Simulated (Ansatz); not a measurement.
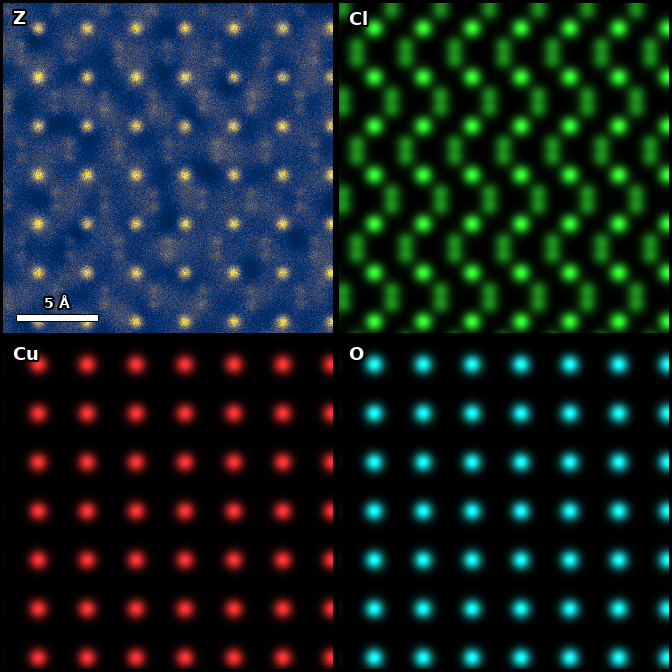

A crystal along [100]. Panel Z: Simulated incoherent Z contrast: every atom adds Z^1.7 spread by a probe of 0.60 Å full width; channelling and multiple scattering are left out. The probe carries 15 % of its weight in a tail 2.5 times as wide. Shot noise and the speckle of an amorphous layer were added. The other panels are simulated element maps (the number of atoms of one element along the beam, blurred by 0.9 Å; each on its own scale, no channelling).

Which columns does each element occupy?

The projected cell (3.02 × 6.04 Å, 90°) holds 6 columns: 4 of Cl and 2 of Cu + 2 Cl + 2 O. Columns shared by several elements: Cu + 2 Cl + 2 O. The brightest columns of the Z-contrast image hold Cu + 2 Cl + 2 O.

The crystal is CuCl4O2 (Cmce, No. 64). Structure: the end point of a relaxation with DFT, PAW plane waves, r2scan in Ansatz; the starting structure was generated, so it need not be a known form of this composition.
